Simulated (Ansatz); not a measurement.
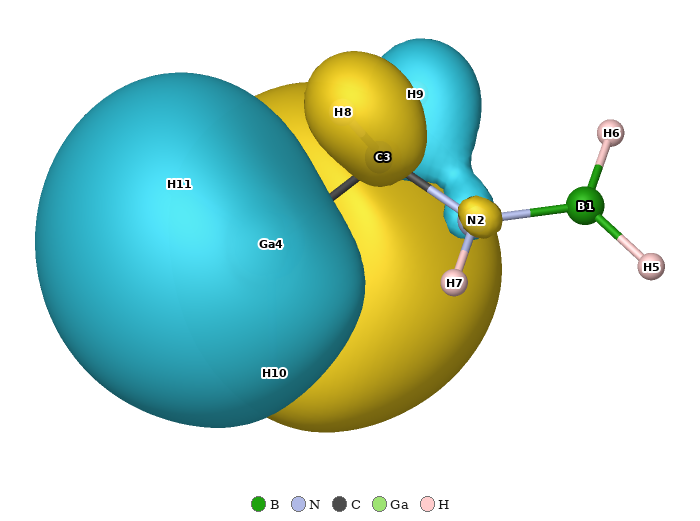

The picture shows: CH$_{7}$BGaN (SMILES BN[CH2][GaH2]). The LUMO at ±0.05 Å⁻³ᐟ² (yellow and cyan are the two phases), seen at an oblique angle.

Geometry: PBE0-D4/def2-TZVP.

Theory: RKS PBE0-D4/def2-TZVPP in Ansatz 0.2.0.

The calculation's input:

```
crystal:
  periodic: [false, false, false]
  atoms:
    - {symbol: B, position_ang: [-0.644069, 1.806896, 0.627681]}
    - {symbol: N, position_ang: [0.274544, 0.799084, 0.396384]}
    - {symbol: C, position_ang: [0.038662, -0.630510, 0.452879]}
    - {symbol: Ga, position_ang: [0.413413, -1.611108, -1.235598]}
    - {symbol: H, position_ang: [-0.291008, 2.945278, 0.514140]}
    - {symbol: H, position_ang: [-1.766333, 1.510415, 0.928669]}
    - {symbol: H, position_ang: [1.211634, 1.051458, 0.121282]}
    - {symbol: H, position_ang: [0.623319, -1.094975, 1.259277]}
    - {symbol: H, position_ang: [-1.008962, -0.795191, 0.720193]}
    - {symbol: H, position_ang: [1.209583, -0.881653, -2.379365]}
    - {symbol: H, position_ang: [-0.060792, -3.099684, -1.405531]}
basis:
  gaussian: {orbitals: def2-TZVPP}
hamiltonian: {xc: pbe0, dispersion: d4}
output: {orbitals: {seedname: orbitals}}
```

Run with:

```sh
ansatz run in.yaml --threads 4 --pin off --events-out ev --progress --plain --max-ram 10444MiB
```

### Where does this orbital lie, and at what energy?

By Hirshfeld shares it lies mainly on Ga4 (about 80 %). Its energy is −1.68 eV.
